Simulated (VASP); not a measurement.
Band structure of KBr (space group Fm-3m). All values below come from PBE GGA, VASP's PBE PAW potentials (set 64) (plane waves; VASP 6.6.1).

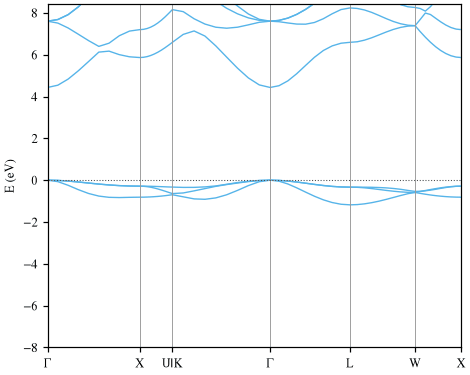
Bands along high-symmetry lines, zero at the valence-band maximum or, without a gap, the Fermi level

**Question.** Read the plot: is there a gap, and where are the band edges?

**Answer.** The gap is direct, 4.43 eV, from the valence maximum at Γ to the conduction minimum at Γ.

The structure is a typed KBr crystal (Fm-3m). The cell was not relaxed at this level.
